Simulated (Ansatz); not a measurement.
```xyz
5

C    -0.0971   -0.4083   -1.0878
Ge   -0.4700    1.1725    0.0950
N     0.0138   -1.2558   -1.8899
H    -0.7022    0.2404    1.3724
H     1.0810    1.3682    0.4273
```

Geometry: r2SCAN-D4/def2-SVPD.

Method: isolated molecule in a Gaussian basis; Kohn-Sham density functional theory, functional PBE0 (Ansatz).

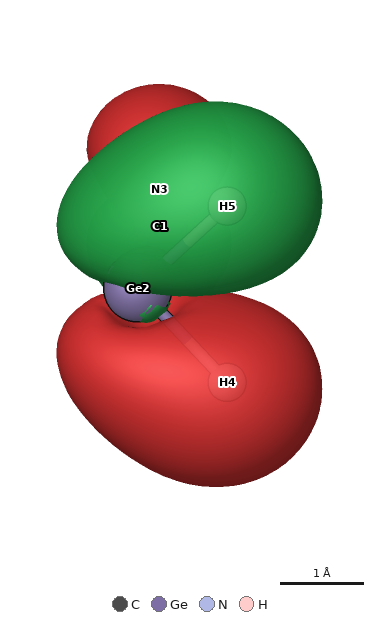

CH2GeN (SMILES [N-]=[C]=[GeH2]) (charge −1). The HOMO−1 at ±0.08 Å⁻³ᐟ² (green and red are the two phases), seen at an oblique angle.

Question: What is the character of this orbital?

Answer: By Hirshfeld shares it lies mainly on Ge2 (about 35 %), H4 (about 20 %), H5 (about 20 %), N3 (about 15 %) and C1 (about 5 %). Its energy is −3.38 eV.
